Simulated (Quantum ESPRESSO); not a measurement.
## Simulated XPS, UPS and emission spectra of Tl

Wanted: projected DOS of Tl, weighted into photoemission and X-ray emission spectra, at several levels of theory.

Calculated with Quantum ESPRESSO 7.5; DFT, PBE, plane waves, ultrasoft GBRV pseudopotentials, scalar-relativistic, in the first sound run; inputs show where later runs differ.

## Step 1: The starting structure

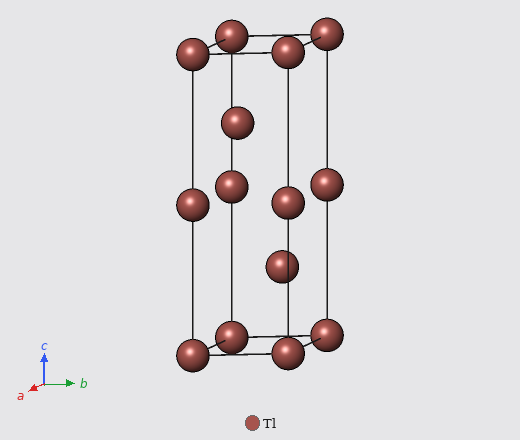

The starting structure, seen slightly off an axis (thallium brown). Some periodic images of atoms are drawn too.

## Step 2: The base run: self-consistent run

First the self-consistent run; potential, DOS and bands follow from it in later steps.

scf.in

```
&control
  calculation = 'scf'
  prefix = 'pes'
  outdir = './tmp'
  pseudo_dir = './pp'
  tprnfor = .true.
  tstress = .true.
/
&system
  ibrav = 0
  nat = 4
  ntyp = 1
  ecutwfc = 40.0
  ecutrho = 200.0
  occupations = 'smearing'
  nbnd = 38
  smearing = 'fd'
  degauss = 0.00367
/
&electrons
  conv_thr = 2.4e-08
  mixing_beta = 0.5
  electron_maxstep = 120
/
ATOMIC_SPECIES
Tl 204.3800 tl_pbe_v1.2.uspp.F.UPF
CELL_PARAMETERS angstrom
 3.508637578 0.000000000 0.000000000
 -1.754318789 3.038569275 0.000000000
 0.000000000 0.000000000 11.265604630
ATOMIC_POSITIONS crystal
Tl 0.666666667 0.333333333 0.750000000
Tl 0.000000000 0.000000000 0.500000000
Tl 0.333333333 0.666666667 0.250000000
Tl 0.000000000 0.000000000 0.000000000
K_POINTS automatic
12 12 4 0 0 0
```

On the command line:

```console
OMP_NUM_THREADS=1 mpirun -n 4 pw.x -nk 4 -in scf.in > scf.out
```

What it wrote:

```text
Program PWSCF v.7.5 starts

     This program is part of the open-source Quantum ESPRESSO suite
     for quantum simulation of materials; please cite
         "P. Giannozzi et al., J. Phys.:Condens. Matter 21 395502 (2009);
         "P. Giannozzi et al., J. Phys.:Condens. Matter 29 465901 (2017);
         "P. Giannozzi et al., J. Chem. Phys. 152 154105 (2020);
          URL
     in publications or presentations arising from this work. More details at

     Parallel version (MPI & OpenMP), running on       4 processor cores
     Number of MPI processes:                 4
     Threads/MPI process:                     1

     MPI processes distributed on     1 nodes
     77788 MiB available memory on the printing compute node when the environment starts

     Current dimensions of program PWSCF are:
     Max number of different atomic species (ntypx) = 10
     Max number of k-points (npk) =  40000
     Max angular momentum in pseudopotentials (lmaxx) =  4
     Message from routine setup:
     using ibrav=0 with symmetry is DISCOURAGED, use correct ibrav instead

     K-points division:     npool     =       4
     Subspace diagonalization in iterative solution of the eigenvalue problem:
     a serial algorithm will be used

     G-vector sticks info
     --------------------
     sticks:   dense  smooth     PW     G-vecs:    dense   smooth      PW
     Sum         595     499    151                38621    27787    4685

     Using Slab Decomposition

     bravais-lattice index     =            0
     lattice parameter (alat)  =       6.6304  a.u.
     unit-cell volume          =     810.5107 (a.u.)^3
     number of atoms/cell      =            4
     number of atomic types    =            1
     number of electrons       =        52.00
     number of Kohn-Sham states=           38
     kinetic-energy cutoff     =      40.0000  Ry
     charge density cutoff     =     200.0000  Ry
     scf convergence threshold =      2.4E-08
     mixing beta               =       0.5000
     number of iterations used =            8  plain     mixing
     Exchange-correlation= SLA  PW   PBE  PBE
                           (   1   4   3   4   0   0   0)

     celldm(1)=   6.630364  celldm(2)=   0.000000  celldm(3)=   0.000000
     celldm(4)=   0.000000  celldm(5)=   0.000000  celldm(6)=   0.000000

     crystal axes: (cart. coord. in units of alat)
               a(1) = (   1.000000   0.000000   0.000000 )
               a(2) = (  -0.500000   0.866025   0.000000 )
               a(3) = (   0.000000   0.000000   3.210820 )

     reciprocal axes: (cart. coord. in units 2 pi/alat)
               b(1) = (  1.000000  0.577350 -0.000000 )
               b(2) = (  0.000000  1.154701  0.000000 )
               b(3) = (  0.000000 -0.000000  0.311447 )

     PseudoPot. # 1 for Tl read from file:
     ./pp/tl_pbe_v1.2.uspp.F.UPF
     Pseudo is Ultrasoft + core correction, Zval = 13.0
     Generated by new atomic code, or converted to UPF format
     Using radial grid of  899 points,  6 beta functions with:
                l(1) =   0
                l(2) =   0
                l(3) =   1
                l(4) =   1
                l(5) =   2
                l(6) =   2
     Q(r) pseudized with  6 coefficients,  rinner =    1.100   1.100   1.100
                                                       1.100   1.100

     atomic species   valence    mass     pseudopotential
     Tl               13.00   204.38000     Tl( 1.00)

     24 Sym. Ops., with inversion, found (12 have fractional translation)

   Cartesian axes

     site n.     atom                  positions (alat units)
         1        Tl     tau(   1) = (   0.5000000   0.2886751   2.4081152  )
         2        Tl     tau(   2) = (   0.0000000   0.0000000   1.6054101  )
         3        Tl     tau(   3) = (  -0.0000000   0.5773503   0.8027051  )
         4        Tl     tau(   4) = (   0.0000000   0.0000000   0.0000000  )

     number of k points=    57  Fermi-Dirac smearing, width (Ry)=  0.0037
                       cart. coord. in units 2pi/alat
        k(    1) = (   0.0000000   0.0000000   0.0000000), wk =   0.0034722
        k(    2) = (   0.0000000   0.0000000   0.0778617), wk =   0.0069444
        k(    3) = (   0.0000000   0.0000000  -0.1557234), wk =   0.0034722
        k(    4) = (   0.0000000   0.0962250   0.0000000), wk =   0.0208333
        k(    5) = (   0.0000000   0.0962250   0.0778617), wk =   0.0416667
        k(    6) = (   0.0000000   0.0962250  -0.1557234), wk =   0.0208333
        k(    7) = (   0.0000000   0.1924501   0.0000000), wk =   0.0208333
        k(    8) = (   0.0000000   0.1924501   0.0778617), wk =   0.0416667
        k(    9) = (   0.0000000   0.1924501  -0.1557234), wk =   0.0208333
        k(   10) = (   0.0000000   0.2886751   0.0000000), wk =   0.0208333
        k(   11) = (   0.0000000   0.2886751   0.0778617), wk =   0.0416667
        k(   12) = (   0.0000000   0.2886751  -0.1557234), wk =   0.0208333
        k(   13) = (   0.0000000   0.3849002   0.0000000), wk =   0.0208333
        k(   14) = (   0.0000000   0.3849002   0.0778617), wk =   0.0416667
        k(   15) = (   0.0000000   0.3849002  -0.1557234), wk =   0.0208333
        k(   16) = (   0.0000000   0.4811252   0.0000000), wk =   0.0208333
[...]
k(   50) = (   0.2500000   0.4330127   0.0778617), wk =   0.0416667
        k(   51) = (   0.2500000   0.4330127  -0.1557234), wk =   0.0208333
        k(   52) = (   0.2500000   0.5292377   0.0000000), wk =   0.0416667
        k(   53) = (   0.2500000   0.5292377   0.0778617), wk =   0.0833333
        k(   54) = (   0.2500000   0.5292377  -0.1557234), wk =   0.0416667
        k(   55) = (   0.3333333   0.5773503   0.0000000), wk =   0.0069444
        k(   56) = (   0.3333333   0.5773503   0.0778617), wk =   0.0138889
        k(   57) = (   0.3333333   0.5773503  -0.1557234), wk =   0.0069444

     Dense  grid:    38621 G-vectors     FFT dimensions: (  30,  30,  96)

     Smooth grid:    27787 G-vectors     FFT dimensions: (  27,  27,  90)

     Estimated max dynamical RAM per process >      88.81 MB

     Estimated total dynamical RAM >     326.95 MB

     Check: negative core charge=   -0.000007

     Initial potential from superposition of free atoms

     starting charge      51.9805, renormalised to      52.0000

     negative rho (up, down):  2.103E-01 0.000E+00
     Starting wfcs are   36 randomized atomic wfcs +    2 random wfcs

     total cpu time spent up to now is        1.1 secs

     per-process dynamical memory:    61.2 Mb

     Self-consistent Calculation

[...]
k = 0.0000 0.0000-0.1557 (  3486 PWs)   bands (ev):

    -1.6325  -1.6325  -1.4974  -1.4974  -1.4840  -1.4840  -1.4840  -1.4840
    -1.4650  -1.4650  -1.4650  -1.4650  -1.2680  -1.2680  -1.2680  -1.2680
    -1.0882  -1.0882  -1.0882  -1.0882   0.6521   0.6521   3.3504   3.3504
     9.5577   9.5577  17.2911  17.2911  18.0017  18.0017  18.0017  18.0017
    19.4097  19.4097  19.4097  19.4097  20.3646  20.3652

          k = 0.0000 0.0962 0.0000 (  3499 PWs)   bands (ev):

    -1.6458  -1.5532  -1.5510  -1.5169  -1.4986  -1.4945  -1.4836  -1.4679
    -1.4363  -1.4225  -1.4203  -1.4037  -1.3361  -1.3250  -1.2147  -1.2032
    -1.1828  -1.1656  -1.0709  -1.0412   0.4474   1.7945   1.8110   4.9488
     7.5458  13.2377  13.2520  16.3402  17.1724  17.4125  17.4383  18.3109
    18.3290  18.7984  19.8346  19.9531  20.0141  20.7098

          k = 0.0000 0.0962 0.0779 (  3489 PWs)   bands (ev):

[...]
18.5769  18.8672  19.3450  19.8454  19.9979  20.3708

          k = 0.0000 0.0962-0.1557 (  3476 PWs)   bands (ev):

[...]
18.5054  18.5054  19.4144  19.4144  20.1447  20.1447

          k = 0.0000 0.1925 0.0000 (  3481 PWs)   bands (ev):

[...]
17.5365  17.5564  19.1150  19.2903  19.9282  20.0573

          k = 0.0000 0.1925 0.0779 (  3476 PWs)   bands (ev):

[...]
16.9684  18.2368  18.8633  19.4780  19.5600  19.6356

          k = 0.0000 0.1925-0.1557 (  3470 PWs)   bands (ev):

[...]
17.8308  17.8308  18.9781  18.9781  19.3154  19.3154

          k = 0.0000 0.2887 0.0000 (  3460 PWs)   bands (ev):

[...]
16.7131  16.7336  17.9134  18.6804  19.1564  19.2818

          k = 0.0000 0.2887 0.0779 (  3464 PWs)   bands (ev):

[...]
16.2127  17.4670  18.0226  18.8450  18.8720  18.9679

          k = 0.0000 0.2887-0.1557 (  3460 PWs)   bands (ev):

[...]
17.6306  17.6306  18.2630  18.2630  18.8131  18.8131

          k = 0.0000 0.3849 0.0000 (  3452 PWs)   bands (ev):

[...]
16.0293  16.0504  16.7185  18.2552  18.5892  18.6221

          k = 0.0000 0.3849 0.0779 (  3448 PWs)   bands (ev):

[...]
15.9719  16.7998  17.1424  18.2905  18.3372  18.4601

          k = 0.0000 0.3849-0.1557 (  3450 PWs)   bands (ev):

[...]
16.9258  16.9258  17.5998  17.5998  18.4951  18.4951

          k = 0.0000 0.4811 0.0000 (  3460 PWs)   bands (ev):

[...]
15.6048  15.6651  16.5941  18.0036  18.1089  18.2331

          k = 0.0000 0.4811 0.0779 (  3467 PWs)   bands (ev):

[...]
k = 0.0000 0.4811-0.1557 (  3456 PWs)   bands (ev):

[...]
k = 0.0000-0.5774 0.0000 (  3470 PWs)   bands (ev):

[...]
k = 0.0000-0.5774 0.0779 (  3458 PWs)   bands (ev):

[...]
k = 0.0000-0.5774-0.1557 (  3456 PWs)   bands (ev):

[...]
k = 0.0833 0.1443 0.0000 (  3485 PWs)   bands (ev):

[...]
k = 0.0833 0.1443 0.0779 (  3486 PWs)   bands (ev):

[...]
k = 0.0833 0.1443-0.1557 (  3474 PWs)   bands (ev):

[...]
k = 0.0833 0.2406 0.0000 (  3462 PWs)   bands (ev):

[...]
k = 0.0833 0.2406 0.0779 (  3465 PWs)   bands (ev):

[...]
k = 0.0833 0.2406-0.1557 (  3464 PWs)   bands (ev):

[...]
k = 0.0833 0.3368-0.1557 (  3450 PWs)   bands (ev):

[...]
k = 0.0833 0.4330-0.1557 (  3462 PWs)   bands (ev):

[...]
k = 0.0833 0.5292-0.1557 (  3458 PWs)   bands (ev):

[...]
k = 0.1667 0.2887-0.1557 (  3464 PWs)   bands (ev):

[...]
k = 0.1667 0.3849-0.1557 (  3460 PWs)   bands (ev):

[...]
k = 0.1667 0.4811-0.1557 (  3464 PWs)   bands (ev):

[...]
k = 0.1667 0.5774 0.0000 (  3454 PWs)   bands (ev):

[...]
k = 0.1667 0.5774 0.0779 (  3461 PWs)   bands (ev):

[...]
k = 0.1667 0.5774-0.1557 (  3458 PWs)   bands (ev):

[...]
k = 0.2500 0.4330 0.0000 (  3459 PWs)   bands (ev):

[...]
k = 0.2500 0.4330 0.0779 (  3465 PWs)   bands (ev):

[...]
k = 0.2500 0.4330-0.1557 (  3470 PWs)   bands (ev):

[...]
k = 0.2500 0.5292 0.0000 (  3462 PWs)   bands (ev):

[...]
k = 0.2500 0.5292 0.0779 (  3455 PWs)   bands (ev):

[...]
13.3191  14.7546  15.6616  16.5133  18.3869  19.4075

          k = 0.2500 0.5292-0.1557 (  3458 PWs)   bands (ev):

[...]
14.4593  14.4593  16.0397  16.0397  18.4107  18.4107

          k = 0.3333 0.5774 0.0000 (  3459 PWs)   bands (ev):

[...]
13.0911  14.4236  14.4236  17.3640  19.4519  19.4519

          k = 0.3333 0.5774 0.0779 (  3468 PWs)   bands (ev):

    -1.6482  -1.6482  -1.5932  -1.5054  -1.5054  -1.5034  -1.3711  -1.3711
    -1.3637  -1.3287  -1.3287  -1.3020  -1.2448  -1.2448  -1.1870  -1.1870
    -1.0917  -1.0619  -1.0531  -1.0531   5.4830   5.6487   5.6487   5.7930
     9.1439   9.1439   9.4873  10.2216  10.2216  11.0297  11.8683  11.8683
    13.9271  14.9025  14.9025  16.6489  18.6033  18.6033

          k = 0.3333 0.5774-0.1557 (  3444 PWs)   bands (ev):

    -1.6658  -1.6658  -1.5558  -1.5558  -1.4281  -1.4281  -1.4146  -1.4146
    -1.3414  -1.3414  -1.3248  -1.3248  -1.2423  -1.2423  -1.2077  -1.2077
    -1.0768  -1.0768  -1.0370  -1.0370   5.6257   5.6257   5.6527   5.6527
     8.9977   8.9977  10.1354  10.1354  10.9332  10.9332  11.1114  11.1114
    15.2925  15.2925  15.3925  15.3925  17.9465  17.9465

     the Fermi energy is    10.0462 ev

!    total energy              =    -579.84975457 Ry
     estimated scf accuracy    <          5.5E-10 Ry
     smearing contrib. (-TS)   =      -0.00168997 Ry
     internal energy E=F+TS    =    -579.84806460 Ry

     The total energy is F=E-TS. E is the sum of the following terms:
     one-electron contribution =     -85.78703484 Ry
     hartree contribution      =      86.69780799 Ry
     xc contribution           =    -248.36015341 Ry
     ewald contribution        =    -332.39868434 Ry

     convergence has been achieved in   8 iterations

     negative rho (up, down):  2.148E-01 0.000E+00

     Forces acting on atoms (cartesian axes, Ry/au):

     atom    1 type  1   force =    -0.00000000   -0.00000000    0.00000000
     atom    2 type  1   force =    -0.00000000    0.00000000    0.00000000
     atom    3 type  1   force =     0.00000000    0.00000000   -0.00000000
     atom    4 type  1   force =     0.00000000    0.00000000    0.00000000

     Total force =     0.000000     Total SCF correction =     0.000000

     Computing stress (Cartesian axis) and pressure

     negative rho (up, down):  2.148E-01 0.000E+00
          total   stress  (Ry/bohr**3)                   (kbar)     P=       -3.67
  -0.00002936   0.00000000   0.00000000           -4.32        0.00        0.00
   0.00000000  -0.00002936   0.00000000            0.00       -4.32        0.00
   0.00000000   0.00000000  -0.00001619            0.00        0.00       -2.38

     XML data file, charge density, pseudopotentials, collected wavefunctions

     Called by init_run:

     Called by electrons:

     Called by c_bands:

     Called by *egterg:

     Called by h_psi:
                                        0.00s GPU  (     772 calls)

     General routines

     Parallel routines

=------------------------------------------------------------------------------=
   JOB DONE.
=------------------------------------------------------------------------------=
```

Elapsed: 33 s, on 4 MPI ranks of Arm Neoverse V2, shared host.

This step gave:

| Quantity | Value |
| --- | --- |
| free energy | -7889.2578 eV |
| Fermi energy | 10.05 eV |
| pressure | -0.367 GPa |

The run ends at a pressure of -0.37 GPa.

(Continued in part 2 of 16.)

[Logs are printed without paths, hosts, clocks, repeated set-up lines and the standing remarks that a program may print on its own settings, such as how far it seeks lower states.]

[Hosts, paths, dates, database ids (printed as entryN), source tags and the programs' standing remarks are cut or masked in the printed files.]

[Maps of the electrostatic potential energy from Ansatz leave out the sawtooth potential of an applied field or a dipole correction, so their vacuum need not be flat; work functions include it.]

[Peak lists hold at most the 14 tallest peaks of each spectrum; further lines can be left out.]
